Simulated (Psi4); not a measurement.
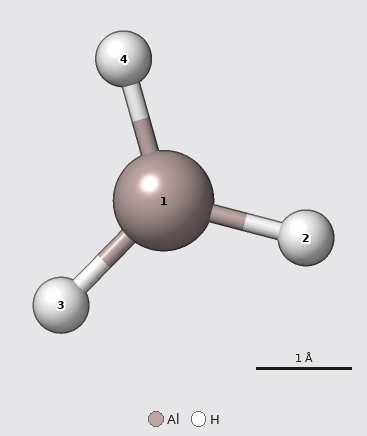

Figure 1. The structure as given in the input (ball-and-stick view, seen on its broad side; atoms are numbered from 1 in the order of the input). Sticks mark near contacts. Bond lengths as drawn: Al–H 1.55 Å.

**AlH₃: field calculation**

The run: field calculation of AlH₃. Method and program: CCSD(T)/aug-cc-pVDZ, RHF, in an applied electric field (Psi4 1.11).

The geometry comes from this level: GFN2-xTB.

## The input (calc.py)
```python
import psi4

psi4.set_memory('1600 MB')
psi4.set_num_threads(1)
psi4.set_output_file('output.dat', False)

with open('alh3.xyz') as f:
    atoms = ''.join(f.readlines()[2:])
mol = psi4.geometry('0 1\n' + atoms + 'symmetry c1\nno_reorient\nno_com')

options = {'basis': 'aug-cc-pVDZ', 'scf_type': 'df', 'freeze_core': True, 'cc_type': 'df', 'perturb_h': True, 'perturb_with': 'dipole', 'perturb_dipole': [-0.005, 0.0, 0.0]}
psi4.set_options(options)

energy_value, wavefunction = psi4.energy('ccsd(t)', return_wfn=True)
print(f'total energy {energy_value:.8f} hartree = {energy_value * 27.211386:.5f} eV')
```

## File alh3.xyz
```
4
AlH3
Al    -0.000010    -0.000020     0.000020
H      1.552650    -0.030520     0.014610
H     -0.749810     1.359840    -0.019120
H     -0.802830    -1.329300     0.004480
```

Launched with:
```bash
python calc.py
```

## Output
```
Psi4 1.11 release

    For method 'CCSD(T)', SCF Algorithm Type (re)set to DISK_DF.

   => Loading Basis Set <=

    Name: AUG-CC-PVDZ
    Role: ORBITAL
    Keyword: BASIS

         ---------------------------------------------------------
                                   SCF
                              RHF Reference
                        1 Threads,   1525 MiB Core
         ---------------------------------------------------------

  ==> Geometry <==

    Molecular point group: c1
    Full point group: C1

    Geometry (in Angstrom), charge = 0, multiplicity = 1:

       Center              X                  Y                   Z               Mass
    ------------   -----------------  -----------------  -----------------  -----------------
         AL          -0.000010000000    -0.000020000000     0.000020000000    26.981538530000
         H            1.552650000000    -0.030520000000     0.014610000000     1.007825032230
         H           -0.749810000000     1.359840000000    -0.019120000000     1.007825032230
         H           -0.802830000000    -1.329300000000     0.004480000000     1.007825032230

  Running in c1 symmetry.

  Rotational constants: A =      4.62397  B =      4.62344  C =      2.31185 [cm^-1]
  Rotational constants: A = 138623.22841  B = 138607.32443  C =  69307.63819 [MHz]
  Nuclear repulsion =   13.879460779964399

  Charge       = 0
  Multiplicity = 1
  Electrons    = 16
  Nalpha       = 8
  Nbeta        = 8

  ==> Algorithm <==

  SCF Algorithm Type is DISK_DF.
  DIIS enabled.
  MOM disabled.
  Fractional occupation disabled.
  Guess Type is SAD.
  Energy threshold   = 1.00e-08
  Density threshold  = 1.00e-08
  Integral threshold = 1.00e-12

  ==> Primary Basis <==

  Basis Set: AUG-CC-PVDZ
    Blend: AUG-CC-PVDZ
    Number of shells: 26
    Number of basis functions: 54
    Number of Cartesian functions: 56
    Spherical Harmonics?: true
    Max angular momentum: 2

   => Loading Basis Set <=

    Name: (AUG-CC-PVDZ AUX)
    Role: JKFIT
    Keyword: DF_BASIS_SCF

  ==> Integral Setup <==

  ==> DiskDFJK: Density-Fitted J/K Matrices <==

    J tasked:                  Yes
    K tasked:                  Yes
    wK tasked:                  No
    Integrals threads:           1
    Memory [MiB]:             1144
    Algorithm:                Core
    Integral Cache:           SAVE
    Schwarz Cutoff:          1E-12
    Fitting Condition:       1E-10

   => Auxiliary Basis Set <=

  Basis Set: (AUG-CC-PVDZ AUX)
    Blend: AUG-CC-PVDZ-JKFIT
    Number of shells: 76
    Number of basis functions: 224
    Number of Cartesian functions: 255
    Spherical Harmonics?: true
    Max angular momentum: 3

  Perturbing V by -0.005000 mu(x).
  Minimum eigenvalue in the overlap matrix is 1.4332052126E-03.
  Reciprocal condition number of the overlap matrix is 2.2608091033E-04.
    Using symmetric orthogonalization.

  ==> Pre-Iterations <==

  SCF Guess: Superposition of Atomic Densities via on-the-fly atomic UHF (no occupation information).

   -------------------------
    Irrep   Nso     Nmo
   -------------------------
     A         54      54
   -------------------------
    Total      54      54
   -------------------------

  ==> Iterations <==

                           Total Energy        Delta E     RMS |[F,P]|

   @DF-RHF iter SAD:  -243.01732173976228   -2.43017e+02   0.00000e+00
   @DF-RHF iter   1:  -243.62603056837784   -6.08709e-01   1.20698e-03 DIIS/ADIIS
   @DF-RHF iter   2:  -243.63150331486364   -5.47275e-03   3.22684e-04 DIIS/ADIIS
   @DF-RHF iter   3:  -243.63205765408702   -5.54339e-04   3.84289e-05 DIIS
   @DF-RHF iter   4:  -243.63206693251800   -9.27843e-06   4.44723e-06 DIIS
   @DF-RHF iter   5:  -243.63206704666806   -1.14150e-07   5.80382e-07 DIIS
   @DF-RHF iter   6:  -243.63206704858968   -1.92162e-09   5.32631e-08 DIIS
   @DF-RHF iter   7:  -243.63206704860403   -1.43530e-11   7.51831e-09 DIIS
  Energy and wave function converged.

  ==> Post-Iterations <==

    Orbital Energies [Eh]
    ---------------------

    Doubly Occupied:

       1A    -58.473908     2A     -4.891130     3A     -3.206177
       4A     -3.203236     5A     -3.203070     6A     -0.575268
       7A     -0.437241     8A     -0.429389

    Virtual:

       9A      0.013945    10A      0.014246    11A      0.039362
      12A      0.051507    13A      0.070922    14A      0.084549
      15A      0.102392    16A      0.124775    17A      0.131134
      18A      0.145799    19A      0.148640    20A      0.149954
      21A      0.161881    22A      0.270226    23A      0.301067
      24A      0.303366    25A      0.313067    26A      0.347334
      27A      0.351965    28A      0.361154    29A      0.404693
      30A      0.409809    31A      0.427430    32A      0.475081
      33A      0.476331    34A      0.517578    35A      0.552383
      36A      0.596620    37A      0.601582    38A      0.704349
      39A      0.709648    40A      0.874609    41A      0.878985
      42A      0.891415    43A      1.132860    44A      1.227452
      45A      1.233912    46A      1.841188    47A      1.894094
      48A      1.921246    49A      1.930647    50A      1.969141
      51A      1.977379    52A      2.038063    53A      2.212702
      54A      2.220113

    Final Occupation by Irrep:
              A
    DOCC [     8 ]
    NA   [     8 ]
    NB   [     8 ]

  @DF-RHF Final Energy:  -243.63206704860403

   => Energetics <=

    Nuclear Repulsion Energy =             13.8794607799643988
    One-Electron Energy =                -366.1842164369518287
    Two-Electron Energy =                 108.6726886083833818
    Total Energy =                       -243.6320670486040285

Computation Completed

Properties will be evaluated at   0.000000,   0.000000,   0.000000 [a0]

Properties computed using the SCF density matrix

 Multipole Moments:

 ------------------------------------------------------------------------------------
     Multipole            Electronic (a.u.)      Nuclear  (a.u.)        Total (a.u.)
 ------------------------------------------------------------------------------------

 L = 1.  Multiply by 2.5417464519 to convert [e a0] to [Debye]
 Dipole X            :          0.1555729           -0.0002268            0.1553461
 Dipole Y            :          0.0004038           -0.0004535           -0.0000498
 Dipole Z            :         -0.0001315            0.0004346            0.0003031
 Magnitude           :                                                    0.1553464

 ------------------------------------------------------------------------------------

	total time  =          1 seconds =       0.02 minutes
  Constructing Basis Sets for FNOCC...

   => Loading Basis Set <=

    Name: (AUG-CC-PVDZ AUX)
    Role: JKFIT
    Keyword: DF_BASIS_SCF

   => Loading Basis Set <=

    Name: (AUG-CC-PVDZ AUX)
    Role: RIFIT
    Keyword: DF_BASIS_CC

        *******************************************************
        *                                                     *
        *                       DF-CCSD                       *
        *                 Density-fitted CCSD                 *
        *                                                     *
        *                                                     *
        *******************************************************

  ==> 3-index integrals <==

 => Primary Basis Set <=

  Basis Set: AUG-CC-PVDZ
    Blend: AUG-CC-PVDZ
    Number of shells: 26
    Number of basis functions: 54
    Number of Cartesian functions: 56
    Spherical Harmonics?: true
    Max angular momentum: 2

 => Auxiliary Basis Set <=

  Basis Set: (AUG-CC-PVDZ AUX)
    Blend: AUG-CC-PVDZ-RI
    Number of shells: 55
    Number of basis functions: 161
    Number of Cartesian functions: 185
    Spherical Harmonics?: true
    Max angular momentum: 3

  DFTensor Memory: Qso construction needs 0.007 GiB; user supplied 1.416 GiB.
    Number of auxiliary functions:         161

  ==> Memory <==

        Total memory available:              1.490 [GiB]
        CCSD memory requirements:            0.009 [GiB]
            3-index integrals:               0.004 [GiB]
            CCSD intermediates:              0.005 [GiB]
        (T) algorithm:                       0.000 [GiB] (low-memory)

  ==> Input parameters <==

        Freeze core orbitals?                 yes
        Use frozen natural orbitals?           no
        r_convergence:                  1.000e-07
        e_convergence:                  1.000e-06
        Number of DIIS vectors:                 8
        Number of frozen core orbitals:         5
        Number of active occupied orbitals:     3
        Number of active virtual orbitals:     46
        Number of frozen virtual orbitals:      0

  Begin singles and doubles coupled cluster iterations

   Iter  DIIS          Energy       d(Energy)          |d(T)|     time
      0   0 1   -0.0807002972   -0.0807002972    0.1877367640        0
      1   1 1   -0.0988763804   -0.0181760831    0.0496892989        0
      2   2 1   -0.1036750395   -0.0047986591    0.0164939788        0
      3   3 1   -0.1058523737   -0.0021773342    0.0064195217        0
      4   4 1   -0.1058559681   -0.0000035944    0.0009179158        0
      5   5 1   -0.1058561299   -0.0000001618    0.0002844007        0
      6   6 1   -0.1058558522    0.0000002776    0.0000646920        0
      7   7 1   -0.1058564693   -0.0000006171    0.0000168998        0
      8   8 1   -0.1058565966   -0.0000001273    0.0000046879        0
      9   8 2   -0.1058565143    0.0000000823    0.0000012364        0
     10   8 3   -0.1058565121    0.0000000022    0.0000003901        0
     11   8 4   -0.1058565100    0.0000000020    0.0000001361        0
     12   8 5   -0.1058565133   -0.0000000033    0.0000000370        0

  CCSD iterations converged!

        T1 diagnostic:                        0.007923142171
        D1 diagnostic:                        0.013381642005

        OS MP2 correlation energy:           -0.076584947570
        SS MP2 correlation energy:           -0.004115349677
        MP2 correlation energy:              -0.080700297246
      * MP2 total energy:                  -243.712767345850

        OS CCSD correlation energy:          -0.100870861637
        SS CCSD correlation energy:          -0.004985651706
        CCSD correlation energy:             -0.105856513343
      * CCSD total energy:                 -243.737923561947

  Total time for CCSD iterations:       0.30 s (user)
                                        0.07 s (system)
                                           0 s (total)

  Time per iteration:                   0.02 s (user)
                                        0.01 s (system)
                                        0.00 s (total)

	total time  =          0 seconds =       0.00 minutes

        *******************************************************
        *                                                     *
        *                      CCSD(T)                        *
        *                                                     *
        *******************************************************

        Using low-memory algorithm.

        num_threads:                      1
        available memory:        1525.88 mb
        memory requirements:        0.30 mb

        Number of abc combinations: 17296

        Computing (T) correction...

        % complete  total time
              10.0         0 s
              20.0         0 s
              30.0         0 s
              40.0         0 s
              50.0         0 s
              60.0         0 s
              70.0         0 s
              80.0         0 s
              90.0         0 s

        (T) energy                            -0.001231696612

        CCSD(T) correlation energy            -0.107088209955
      * CCSD(T) total energy                -243.739155258559

	total time  =          1 seconds =       0.02 minutes

	total time  =          1 seconds =       0.02 minutes
```

## Standard output
```
total energy -243.73915526 hartree = -6632.48024 eV
```

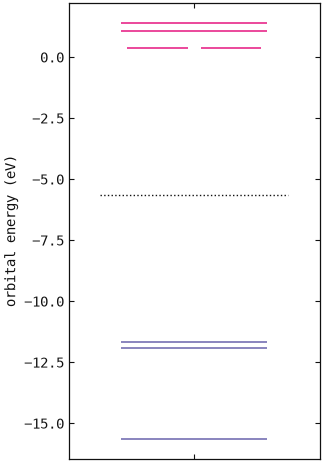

Figure 2. Orbital energies near the frontier (SCF reference); the dotted line parts filled from empty levels, and levels within 0.02 eV of each other stand side by side. Highest filled −11.68 eV, lowest empty 0.38 eV, 12.06 eV apart.

## Summary

| quantity | value |
| --- | --- |
| outcome | converged |
| total energy | −243.739155 hartree |
| SCF energy | −243.632067 hartree |
| MP2 energy | −243.712767 hartree |
| CCSD energy | −243.737924 hartree |
| correlation energy | −0.107088 hartree |
| (T) correction | −0.001232 hartree |
| basis functions | 54 |
| T1 diagnostic | 0.008 |
| HOMO of the SCF reference | −11.68 eV |
| LUMO of the SCF reference | 0.38 eV |
| hardware | 1 thread of Intel Xeon (Granite Rapids), 128 GiB of memory available, shared host |
| wall time | 2.1 s |
| peak memory | 0.28 GiB |
